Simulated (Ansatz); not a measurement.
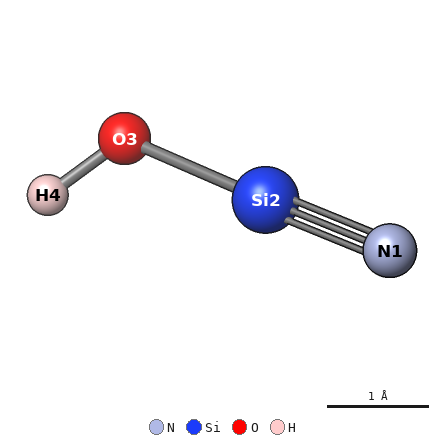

(Drawn from a calculation with Ansatz.)

Geometry: moved along internal coordinates away from the minimum.

Q: Describe the coordination of atom 2.

A: Si2 has 2 neighbours (N1 at 1.56, O3 at 1.79 Å); the arrangement is linear.

Q: What is the geometry at O3?

A: O3 has 2 neighbours (Si2 at 1.79, H4 at 0.96 Å); the arrangement is bent.
